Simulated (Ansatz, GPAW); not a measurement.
# Screening of a field by Mg/V(100)

Aim: the dipole that a field along the normal induces in Mg/V(100).

Calculated with GPAW 26.7.0 and Ansatz 0.2.0; Ansatz plane waves; slab in vacuum with a dipole correction, relaxation, in the first sound run; inputs show where later runs differ.

### Step 1. The starting structure

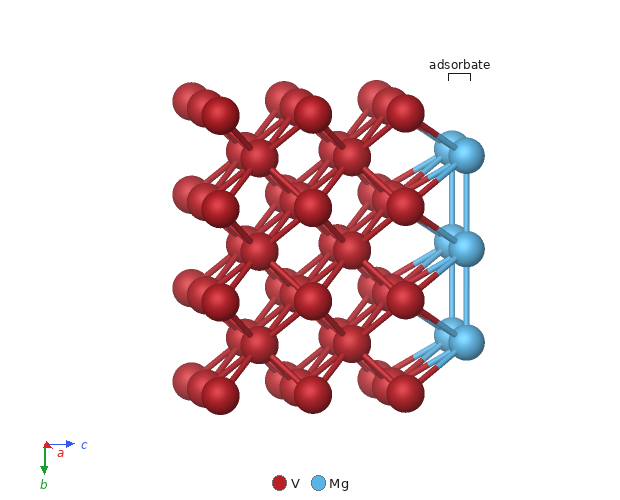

The starting structure, seen from the side, with the c axis across the page (vanadium red, magnesium blue). 2×3×1 cells are drawn. Some periodic images of atoms are drawn too.

The cell holds 6 atoms: 5 V and 1 Mg. Cell: a = 3.020 Å, b = 3.020 Å, c = 22.269 Å, α = 90.0°, β = 90.0°, γ = 90.0°. Vacuum lies along c.

### Step 2. Relaxation

Forces are removed first; all later runs use this geometry. The lowest 3 atoms are held at bulk positions and keep their forces.

Contents of input.yaml:

```yaml
crystal:
  lattice:
    - [3.02, 0.0, 0.0]
    - [0.0, 3.02, 0.0]
    - [0.0, 0.0, 22.2692081554]
  atoms:
    - { symbol: V, position: [0.0, 0.0, 0.3143353796] }
    - { symbol: V, position: [0.5, 0.5, 0.3821420115] }
    - { symbol: V, position: [0.0, 0.0, 0.4499486434] }
    - { symbol: V, position: [0.5, 0.5, 0.5177552753] }
    - { symbol: V, position: [0.0, 0.0, 0.5855619072] }
    - { symbol: Mg, position: [0.5, 0.5, 0.6856646204] }
kpoints:
  mp_grid: { grid: [10, 10, 1] }
hamiltonian:
  xc: pbe
scf:
  occupations: { method: fermi_dirac, width: 0.1 }
efield:
  axis: 3
  dipole_correction: true
  ramp_width: 0.05
relax:
  f_tol: 0.02
  max_steps: 60
  constraints: [{ sites: [0, 1, 2] }]
output:
  write_potential: true
  write_density: true
  volumetric_format: npy
```

Run with:

```sh
$ ansatz run input.yaml --threads 4 --pin off --max-ram 8192MiB --backend cpu --events-out ev --progress --plain --runs-dir out
```

Numbers of over 12 decimals in the logs are rounded to 6 here.

The log of the run:

```text
Engine: ansatz 0.2.0, x86_64-unknown-linux-gnu
Pseudopotentials: kind: paw
Pseudopotential: V, paw, valence charge 13, recommended cutoff 420 eV (normal), V.paw.azcp
Pseudopotential: Mg, paw, valence charge 10, recommended cutoff 420 eV (normal), Mg.paw.azcp
Functional definition: PBE
  parameter kappa = 0.804
  parameter beta = 0.066725
  exchange = pbe_x(kappa = kappa, mu = beta*pi^2/3)
  correlation = pbe_c(beta = beta)
Crystal: 6 atoms, lattice volume = 203.104 Å³
Basis set: ecut = 420 eV, 3939 PW (Γ), exchange–correlation on 48×48×300 points (8 copies of the dense FFT grid, shifted against one another)
Bands: 45, of which v1, the nominal top of the filled ones, is band 38 counted from 1 (37 counted from 0)
Symmetry: 8 space group operations
Space group: P4mm (ITA 99), of the structure as read, at distance tolerance 5.9e-5 Å
k-points: 21 of 100
Non-local potential: V, projectors of the file, l = 0: 3, l = 1: 2, l = 2: 3, l = 3: 1
Non-local potential: Mg, projectors of the file, l = 0: 3, l = 1: 2, l = 2: 1
PAW form: soft (Blöchl's): semilocal exchange-correlation on the pseudo side does not see the compensation charge
PAW one-centre angular grid: V, 590 points (default); XC on 64 Gauss nodes
PAW one-centre angular grid: Mg, 110 points (default); XC on 64 Gauss nodes
Initial density: superposition of atomic densities (neutral atoms: chi_scale 0, normalization atom), corrected by the library's trained network
Initial wavefunctions: pseudopotential atomic-orbital guess
Functional: x = pbe(κ = 0.804, μ = 0.219515), c = pbe(β = 0.066725)
SCF iter   1: F=—  HF=-16483.554704 eV  |F-HF|=—  |Δ(HF+E_count)|=         —  Δρ=3.02e-2  dr2=1.72e1  ethr=1.77e-3  p=0.026 e·Å  D=2.35e-2 V/Å  ΔV_dip=-0.52 eV  dr2_dipole=7.09e0  V_vac-E_F(+/−)=3.60/4.12 eV  ⟨swp⟩=8.9  Hψ=4348  notcnv=0
efield: sawtooth ramp at fractional position 0.9750 (placed from the atoms, in the widest stretch of the axis that holds none; the zero of the levels goes with the place), width 0.0500; the density the first Hamiltonian is built on has a dipole p = 0.026 e·Å; the dipole correction subtracts the counter field D = 2.35e-2 V/Å, which shifts the + side's vacuum level by -0.52 eV against the − side's; the planar-averaged density in the ramp window peaks in size at 6.4e-5 e/Å³
preconditioner: auto → LDOS  [metal: Δε(μ)=0.026 eV  Ē_g=2.598 eV  σ=0.100 eV  W_gap=0.07  n_scr=44 (ndim 8)  ℏωp=13.5 eV  f_vac=0.473  D(μ)=9.66/eV (n_scr^D=80)  β→1.0]
SCF iter   2: F=—  HF=-16483.409925 eV  |F-HF|=—  |Δ(HF+E_count)|=   1.45e-1  Δρ=4.90e-3  dr2=1.79e-1  ethr=1.77e-3  p=0.008 e·Å  D=6.98e-3 V/Å  ΔV_dip=-0.16 eV  dr2_dipole=5.02e-2  V_vac-E_F(+/−)=3.57/3.72 eV  ⟨swp⟩=2.1  Hψ=1200  notcnv=0
SCF iter   3: F=—  HF=-16483.412395 eV  |F-HF|=—  |Δ(HF+E_count)|=   2.47e-3  Δρ=2.82e-3  dr2=4.55e-2  ethr=2.39e-4  p=0.014 e·Å  D=1.24e-2 V/Å  ΔV_dip=-0.28 eV  dr2_dipole=1.10e-2  V_vac-E_F(+/−)=3.54/3.82 eV  ⟨swp⟩=2.1  Hψ=1301  notcnv=0
SCF iter   4: F=—  HF=-16483.410616 eV  |F-HF|=—  |Δ(HF+E_count)|=   1.78e-3  Δρ=6.58e-4  dr2=1.89e-3  ethr=6.07e-5  p=0.015 e·Å  D=1.30e-2 V/Å  ΔV_dip=-0.29 eV  dr2_dipole=1.04e-4  V_vac-E_F(+/−)=3.53/3.82 eV  ⟨swp⟩=2.0  Hψ=1133  notcnv=0
SCF iter   5: F=—  HF=-16483.410651 eV  |F-HF|=—  |Δ(HF+E_count)|=   3.51e-5  Δρ=2.67e-4  dr2=2.49e-4  ethr=2.52e-6  p=0.015 e·Å  D=1.38e-2 V/Å  ΔV_dip=-0.31 eV  dr2_dipole=6.91e-5  V_vac-E_F(+/−)=3.51/3.82 eV  ⟨swp⟩=2.4  Hψ=1243  notcnv=0
SCF iter   6: F=—  HF=-16483.410650 eV  |F-HF|=—  |Δ(HF+E_count)|=   6.53e-7  Δρ=7.35e-5  dr2=2.29e-5  ethr=3.32e-7  p=0.016 e·Å  D=1.46e-2 V/Å  ΔV_dip=-0.32 eV  dr2_dipole=1.55e-5  V_vac-E_F(+/−)=3.51/3.83 eV  ⟨swp⟩=2.0  Hψ=1246  notcnv=0
SCF iter   7: F=-16483.410646 eV  HF=-16483.410651 eV  |F-HF|=4.76e-6  |Δ(HF+E_count)|=   9.74e-8  Δρ=4.45e-5  dr2=6.70e-6  ethr=1.33e-8  p=0.017 e·Å  D=1.51e-2 V/Å  ΔV_dip=-0.34 eV  dr2_dipole=5.95e-7  V_vac-E_F(+/−)=3.50/3.84 eV  ⟨swp⟩=13.4  Hψ=9186  notcnv=0
SCF 1 converged in 7 iterations: F = -16483.410646 eV  dr2 = 6.70e-6
  greatest PAW one-centre occupation: 1.000 electrons in one spin orbital (limit 2), on the Mg atom at site 5 (counted from 0), in its partial waves of l = 0
relax step   1: F+E_penalty+E_count = -16483.41064582 eV  Δ(F+E_penalty+E_count) = +0.000e0 eV  max|allowed force component| = 5.751e-1 eV/Å  Δτ_max = 0.0000 Å  (7 SCF iters, dr2 threshold 1.00e-5 eV, accepted)
Initial density: handed on by an earlier stage of this run
Initial wavefunctions: those handed on with the density
SCF iter   1: F=—  HF=-16483.572798 eV  |F-HF|=—  |Δ(HF+E_count)|=         —  Δρ=1.33e-2  dr2=2.73e0  ethr=3.10e-3  p=0.017 e·Å  D=1.51e-2 V/Å  ΔV_dip=-0.34 eV  dr2_dipole=4.48e-1  V_vac-E_F(+/−)=3.58/3.91 eV  ⟨swp⟩=4.7  Hψ=2401  notcnv=0
efield: sawtooth ramp at fractional position 0.9750 (handed on by an earlier solve), width 0.0500; the density the first Hamiltonian is built on has a dipole p = 0.017 e·Å; the dipole correction subtracts the counter field D = 1.51e-2 V/Å, which shifts the + side's vacuum level by -0.34 eV against the − side's; the planar-averaged density in the ramp window peaks in size at 9.1e-6 e/Å³
preconditioner: auto → LDOS  [metal: Δε(μ)=0.013 eV  Ē_g=2.648 eV  σ=0.100 eV  W_gap=0.03  n_scr=44 (ndim 8)  ℏωp=13.5 eV  f_vac=0.487  D(μ)=9.35/eV (n_scr^D=80)  β→1.0]
SCF iter   2: F=—  HF=-16483.527666 eV  |F-HF|=—  |Δ(HF+E_count)|=   4.51e-2  Δρ=4.82e-3  dr2=8.06e-2  ethr=3.10e-3  p=0.029 e·Å  D=2.62e-2 V/Å  ΔV_dip=-0.58 eV  dr2_dipole=2.32e-3  V_vac-E_F(+/−)=3.26/3.85 eV  ⟨swp⟩=1.4  Hψ=1124  notcnv=0
SCF iter   3: F=—  HF=-16483.527747 eV  |F-HF|=—  |Δ(HF+E_count)|=   8.09e-5  Δρ=3.83e-3  dr2=5.35e-2  ethr=1.08e-4  p=0.027 e·Å  D=2.36e-2 V/Å  ΔV_dip=-0.53 eV  dr2_dipole=1.10e-3  V_vac-E_F(+/−)=3.32/3.85 eV  ⟨swp⟩=2.0  Hψ=1364  notcnv=0
SCF iter   4: F=—  HF=-16483.524667 eV  |F-HF|=—  |Δ(HF+E_count)|=   3.08e-3  Δρ=5.92e-4  dr2=1.13e-3  ethr=7.13e-5  p=0.027 e·Å  D=2.36e-2 V/Å  ΔV_dip=-0.53 eV  dr2_dipole=6.18e-5  V_vac-E_F(+/−)=3.32/3.85 eV  ⟨swp⟩=2.0  Hψ=1147  notcnv=0
SCF iter   5: F=—  HF=-16483.524639 eV  |F-HF|=—  |Δ(HF+E_count)|=   2.80e-5  Δρ=2.13e-4  dr2=1.40e-4  ethr=1.51e-6  p=0.026 e·Å  D=2.31e-2 V/Å  ΔV_dip=-0.51 eV  dr2_dipole=3.14e-7  V_vac-E_F(+/−)=3.33/3.85 eV  ⟨swp⟩=2.7  Hψ=1317  notcnv=0
SCF iter   6: F=-16483.524633 eV  HF=-16483.524642 eV  |F-HF|=8.77e-6  |Δ(HF+E_count)|=   3.33e-6  Δρ=5.19e-5  dr2=1.62e-5  ethr=2.76e-8  p=0.026 e·Å  D=2.27e-2 V/Å  ΔV_dip=-0.51 eV  dr2_dipole=6.28e-7  V_vac-E_F(+/−)=3.34/3.85 eV  ⟨swp⟩=12.0  Hψ=8720  notcnv=0
[...]
SCF iter   5: F=—  HF=-16483.583404 eV  |F-HF|=—  |Δ(HF+E_count)|=   6.57e-5  Δρ=2.33e-4  dr2=2.13e-4  ethr=5.58e-6  p=0.029 e·Å  D=2.61e-2 V/Å  ΔV_dip=-0.58 eV  dr2_dipole=2.38e-6  V_vac-E_F(+/−)=3.27/3.85 eV  ⟨swp⟩=2.0  Hψ=1206  notcnv=0
SCF iter   6: F=—  HF=-16483.583408 eV  |F-HF|=—  |Δ(HF+E_count)|=   3.83e-6  Δρ=1.06e-4  dr2=3.91e-5  ethr=2.84e-7  p=0.029 e·Å  D=2.57e-2 V/Å  ΔV_dip=-0.57 eV  dr2_dipole=2.06e-6  V_vac-E_F(+/−)=3.27/3.85 eV  ⟨swp⟩=2.1  Hψ=1396  notcnv=0
SCF iter   7: F=-16483.583401 eV  HF=-16483.583406 eV  |F-HF|=4.47e-6  |Δ(HF+E_count)|=   2.13e-6  Δρ=3.84e-5  dr2=5.44e-6  ethr=1.17e-8  p=0.029 e·Å  D=2.56e-2 V/Å  ΔV_dip=-0.57 eV  dr2_dipole=3.43e-7  V_vac-E_F(+/−)=3.28/3.85 eV  ⟨swp⟩=13.3  Hψ=9325  notcnv=0
SCF 3 converged in 7 iterations: F = -16483.583401 eV  dr2 = 5.44e-6
relax step   3: F+E_penalty+E_count = -16483.58340115 eV  Δ(F+E_penalty+E_count) = -5.877e-2 eV  max|allowed force component| = 1.103e-1 eV/Å  Δτ_max = 0.1962 Å  (7 SCF iters, dr2 threshold 8.80e-6 eV, accepted)
[...]
relax step   4: F+E_penalty+E_count = -16483.58260653 eV  Δ(F+E_penalty+E_count) = +7.946e-4 eV  max|allowed force component| = 1.737e-1 eV/Å  Δτ_max = 0.1197 Å  (8 SCF iters, dr2 threshold 1.05e-6 eV, rejected (line search))
iter 1 solved again at ethr=1.13e-3 eV; its pass at ethr=3.10e-3 eV (dr2=8.51e-1 eV) is discarded
SCF iter   1: F=—  HF=-16483.614439 eV  |F-HF|=—  |Δ(HF+E_count)|=         —  Δρ=9.50e-3  dr2=9.30e-1  ethr=1.13e-3  p=0.028 e·Å  D=2.52e-2 V/Å  ΔV_dip=-0.56 eV  dr2_dipole=6.30e-2  V_vac-E_F(+/−)=3.27/3.83 eV  ⟨swp⟩=1.0  Hψ=3126  notcnv=0
efield: sawtooth ramp at fractional position 0.9750 (handed on by an earlier solve), width 0.0500; the density the first Hamiltonian is built on has a dipole p = 0.028 e·Å; the dipole correction subtracts the counter field D = 2.52e-2 V/Å, which shifts the + side's vacuum level by -0.56 eV against the − side's; the planar-averaged density in the ramp window peaks in size at 7.4e-6 e/Å³
preconditioner: auto → LDOS  [metal: Δε(μ)=0.025 eV  Ē_g=2.676 eV  σ=0.100 eV  W_gap=0.06  n_scr=44 (ndim 8)  ℏωp=13.5 eV  f_vac=0.496  D(μ)=8.87/eV (n_scr^D=70)  β→1.0]
SCF iter   2: F=—  HF=-16483.591391 eV  |F-HF|=—  |Δ(HF+E_count)|=   2.30e-2  Δρ=3.74e-3  dr2=6.95e-2  ethr=1.13e-3  p=0.028 e·Å  D=2.49e-2 V/Å  ΔV_dip=-0.55 eV  dr2_dipole=1.25e-5  V_vac-E_F(+/−)=3.30/3.85 eV  ⟨swp⟩=2.0  Hψ=1135  notcnv=0
SCF iter   3: F=—  HF=-16483.590284 eV  |F-HF|=—  |Δ(HF+E_count)|=   1.11e-3  Δρ=1.71e-3  dr2=1.30e-2  ethr=9.27e-5  p=0.028 e·Å  D=2.48e-2 V/Å  ΔV_dip=-0.55 eV  dr2_dipole=6.31e-4  V_vac-E_F(+/−)=3.30/3.85 eV  ⟨swp⟩=2.0  Hψ=1190  notcnv=0
SCF iter   4: F=—  HF=-16483.589528 eV  |F-HF|=—  |Δ(HF+E_count)|=   7.57e-4  Δρ=3.18e-4  dr2=6.46e-4  ethr=1.73e-5  p=0.028 e·Å  D=2.50e-2 V/Å  ΔV_dip=-0.56 eV  dr2_dipole=1.54e-4  V_vac-E_F(+/−)=3.29/3.85 eV  ⟨swp⟩=2.0  Hψ=1192  notcnv=0
SCF iter   5: F=—  HF=-16483.589466 eV  |F-HF|=—  |Δ(HF+E_count)|=   6.17e-5  Δρ=1.20e-4  dr2=6.79e-5  ethr=8.61e-7  p=0.028 e·Å  D=2.52e-2 V/Å  ΔV_dip=-0.56 eV  dr2_dipole=9.19e-6  V_vac-E_F(+/−)=3.28/3.85 eV  ⟨swp⟩=2.4  Hψ=1295  notcnv=0
SCF iter   6: F=—  HF=-16483.589457 eV  |F-HF|=—  |Δ(HF+E_count)|=   9.02e-6  Δρ=5.20e-5  dr2=9.51e-6  ethr=9.05e-8  p=0.028 e·Å  D=2.54e-2 V/Å  ΔV_dip=-0.56 eV  dr2_dipole=6.12e-7  V_vac-E_F(+/−)=3.28/3.85 eV  ⟨swp⟩=2.0  Hψ=1375  notcnv=0
SCF iter   7: F=—  HF=-16483.589458 eV  |F-HF|=—  |Δ(HF+E_count)|=   1.11e-6  Δρ=1.92e-5  dr2=1.59e-6  ethr=1.27e-8  p=0.029 e·Å  D=2.54e-2 V/Å  ΔV_dip=-0.57 eV  dr2_dipole=3.58e-8  V_vac-E_F(+/−)=3.28/3.85 eV  ⟨swp⟩=2.3  Hψ=1353  notcnv=0
SCF iter   8: F=—  HF=-16483.589459 eV  |F-HF|=—  |Δ(HF+E_count)|=   6.46e-7  Δρ=8.21e-6  dr2=1.98e-7  ethr=2.13e-9  p=0.029 e·Å  D=2.55e-2 V/Å  ΔV_dip=-0.57 eV  dr2_dipole=5.08e-9  V_vac-E_F(+/−)=3.28/3.85 eV  ⟨swp⟩=2.1  Hψ=1277  notcnv=0
SCF iter   9: F=-16483.589459 eV  HF=-16483.589459 eV  |F-HF|=1.50e-8  |Δ(HF+E_count)|=   3.43e-8  Δρ=2.43e-6  dr2=1.86e-8  ethr=1.33e-10  p=0.029 e·Å  D=2.55e-2 V/Å  ΔV_dip=-0.57 eV  dr2_dipole=4.41e-10  V_vac-E_F(+/−)=3.28/3.85 eV  ⟨swp⟩=10.7  Hψ=6652  notcnv=0
SCF 5 converged in 9 iterations: F = -16483.589459 eV  dr2 = 1.86e-8
relax step   5: F+E_penalty+E_count = -16483.58945867 eV  Δ(F+E_penalty+E_count) = -6.058e-3 eV  max|allowed force component| = 1.290e-2 eV/Å  Δτ_max = 0.0585 Å  (9 SCF iters, accepted)
NSCF: frozen V_eff on 21 k-points
the search or the solves at the SCF's close seem to have found levels that the self-consistency loop had missed (the run counts 1). By its estimate they hold 3.65e-12 electrons. The energies and the density leave them out; if the run goes on with those levels, later outputs use occupations computed again with them
WARN: The output density's exchange-correlation potential varies sharply where the density is thin. Do not read a vacuum level from v_tot or v_xc, or from such a field of the output density. On a cell that repeats whose density bears no net charge and no dipole along the vacuum's axis use v_es (v_loc + v_h of the components); under efield.dipole_correction with no amplitude use v_es + v_field, which holds any externa [...]
SCF converged after 9 iterations
Free energy (F): -16483.589459 eV
Harris-Foulkes:  -16483.589459 eV  (|F-HF|=1.50e-8)
Internal energy: -16483.303743 eV  (E = F + TS)
E sigma→0 (E₀):  -16483.446601 eV
Entropy (-TS):   -0.285716 eV (-47.619 meV/atom)
Fermi energy:    4.292810 eV
Dipole field:    D = 0.025516 V/Å  (p = 0.028640 e·Å, saw-weighted, corrected)
Work function:   Φ+ = 3.2786 eV   Φ− = 3.8468 eV
Levels:          The Fermi level and band energies are counted from a zero that moves with the ramp; work functions are not
--- Per-component energies (eV) ---
  E_band       = -1896.409108
  E_kinetic    = 1750.049671
  E_local      = -81351.802829  (includes V_loc(G=0)·N_el)
  E_nonlocal   = -129.027692
  E_hartree    = 39854.692077
  E_xc         = -676.916653
  E_vxc        = -858.422891  (∫ρ·V_xc dr)
  E_paw        = -5856.630605  (= ΣΔE_a)
  E_vpaw       = -1017.572331  (= ΣTr[D̂ρ^β])
  E_aug_tail   = 0.001346  (compensation charges beyond the density's cutoff)
  E_efield     = 0.000365  (sawtooth field / dipole correction)
  E_vefield    = 0.972351  (∫n·V_field dr)
  E_ewald      = 29926.330577
  E_smearing   = -0.285716  (= −TS)
  E_closure    = 0.000000  (closes the sum)
  Σ components = -16483.589459   (vs F -16483.589459, Δ=0.00e0)
--- Forces (eV/Å), atoms counted from 1 ---
  atom   1  V      0.00000000     0.00000000     1.20519511
  atom   2  V      0.00000000     0.00000000    -0.94684939
  atom   3  V      0.00000000     0.00000000    -0.22559098
  atom   4  V      0.00000000     0.00000000    -0.00851569
  atom   5  V     -0.00000000     0.00000000    -0.01132999
  atom   6  Mg     0.00000000     0.00000000    -0.01289557
  max |Σ_I F_I| component: 1.35e-5 eV/Å
--- Band table (eV; the first three rows and the last of 21) ---
  k-point 0: bands = [... 34 lower, 4.5277, 4.5277, 4.5871, 4.6906, 4.7216, 4.7216, 4.9677, 4.9677, ... 3 higher]
  k-point 1: bands = [... 34 lower, 4.2627, 4.4130, 4.4260, 4.6597, 4.6918, 4.7611, 4.8060, 5.0106, ... 3 higher]
  k-point 2: bands = [... 34 lower, 4.0127, 4.0169, 4.2702, 4.4509, 4.6199, 4.7010, 5.0862, 5.3339, ... 3 higher]
  k-point 20: bands = [... 34 lower, 3.2678, 3.9243, 3.9243, 5.1819, 5.1819, 5.5390, 5.8341, 6.4706, ... 3 higher]
--- Relaxed structure (5 steps of the walk, 4 accepted, 0 SCFs on fresh bases) ---
  F+E_penalty+E_count = -16483.58945867 eV   max|allowed force component| = 1.290e-2 eV/Å
  atoms:
    - { symbol: V, position: [0.0, 0.0, 0.3143353796] }
    - { symbol: V, position: [0.5, 0.5, 0.382142] }
    - { symbol: V, position: [0.0, 0.0, 0.4499486434] }
    - { symbol: V, position: [0.5, 0.5, 0.518204] }
    - { symbol: V, position: [0, 0.0, 0.576586] }
    - { symbol: Mg, position: [0.5, 0.5, 0.665430] }
```

Wall time 16 s (4 threads of Intel Xeon Platinum 8375C at 2.90GHz (Ice Lake), shared host); peak memory 0.68 GiB.

This run has no spin polarisation, although V can carry a moment.

Step by step:

| step | energy less that of the first step (eV) | largest force component (eV/Å) |
| --- | --- | --- |
| 1 | 0.0000 | 0.5751 |
| 2 | -0.1140 | 0.3752 |
| 3 | -0.1728 | 0.1103 |
| 4 | -0.1720 | 0.1737 |
| 5 | -0.1788 | 0.0129 |

Relaxation step 4 was tried and not accepted.

Forces are held to the 8 operations that the run works with; a distortion that breaks them can't arise in this run.

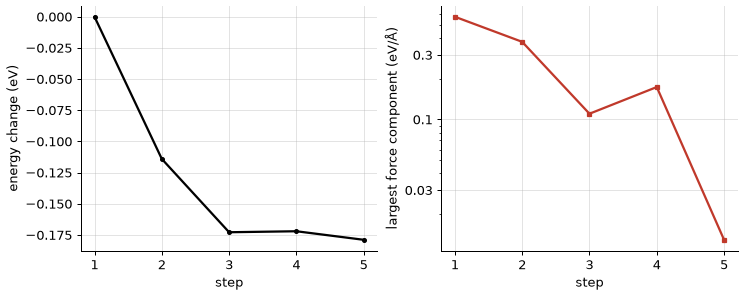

Energy and largest force along the relaxation.

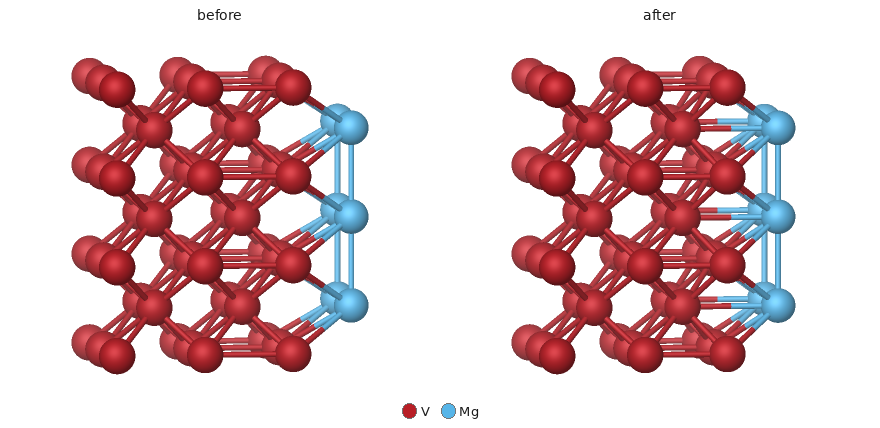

Before and after, at one scale.

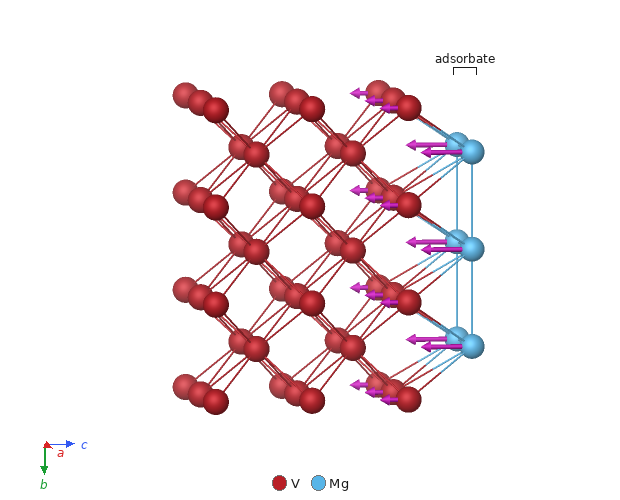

Displacements in the relaxation, exaggerated; the longest in the cell stands for 0.45 Å. 2×3×1 cells are drawn. Some periodic images of atoms are drawn too.

The atoms that moved most (Å):

| atom | dx | dy | dz | length |
| --- | --- | --- | --- | --- |
| Mg6 | 0.000 | 0.000 | -0.451 | 0.451 |
| V5 | 0.000 | 0.000 | -0.200 | 0.200 |
| V4 | 0.000 | 0.000 | 0.010 | 0.010 |

Final coordinates:

```xyz
6
Lattice="3.0200 0.0000 0.0000 0.0000 3.0200 0.0000 0.0000 0.0000 22.2692" Properties=species:S:1:pos:R:3
V     0.0000    0.0000    7.0000
V     1.5100    1.5100    8.5100
V     0.0000    0.0000   10.0200
V     1.5100    1.5100   11.5400
V     0.0000    0.0000   12.8401
Mg    1.5100    1.5100   14.8186
```

This step gave:

- free energy: -16483.5895 eV
- smearing term TS: 0.2857 eV
- symmetry operations: 8
- upper work function: 3.279 eV
- lower work function: 3.847 eV
- dipole along the normal: 0.02864 e·Å
- dipole field: 0.02552 V/Å
- vacuum level above: 7.571 eV
- vacuum level below: 8.140 eV

The electrostatic potential energy of an electron (with the applied field's), less the Fermi level, planar mean oscillates, so the rows of the table below give means over windows of 1.63 Å about each position, cut where the curve ends. Its maxima inside the range that stand out by 2 % of the span (Å: eV): 7.7: -6.85, 9.2: -6.89, 10.8: -6.71, 14.0: -1.48. Its minima: 7.1: -8.73, 8.6: -8.48, 10.1: -8.51, 12.2: -10.0, 14.8: -10.9.

Table of electrostatic potential energy of an electron (with the applied field's), less the Fermi level, planar mean by z; means over each step:

| z (Å) | electrostatic potential energy of an electron (with the applied field's), less the Fermi level, planar mean (eV) |
| --- | --- |
| 0.81 | 3.80 |
| 2.44 | 3.84 |
| 4.07 | 3.74 |
| 5.71 | 0.599 |
| 7.33 | -7.80 |
| 8.96 | -7.83 |
| 10.59 | -7.80 |
| 12.22 | -9.22 |
| 13.85 | -4.81 |
| 15.48 | -3.73 |
| 17.11 | 2.96 |
| 18.75 | 3.27 |
| 20.38 | 3.28 |
| 22.00 | 3.33 |

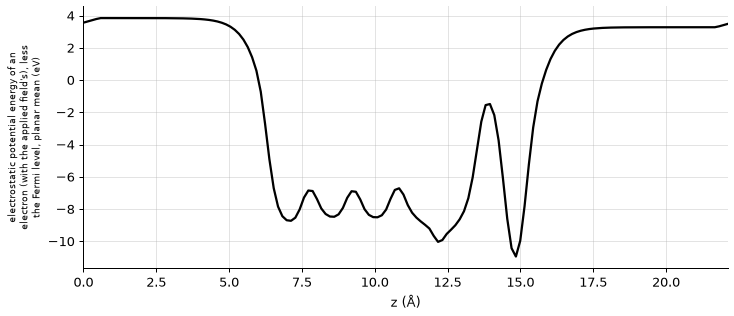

Electrostatic potential energy of an electron (with the applied field's), less the Fermi level, planar mean, plotted against z.

(Part 1 of 3 ends here.)

[Logs are printed without paths, hosts, clocks, repeated set-up lines and the standing remarks that a program may print on its own settings, such as how far it seeks lower states.]

[Hosts, paths, dates, database ids (printed as entryN), source tags and the programs' standing remarks are cut or masked in the printed files.]
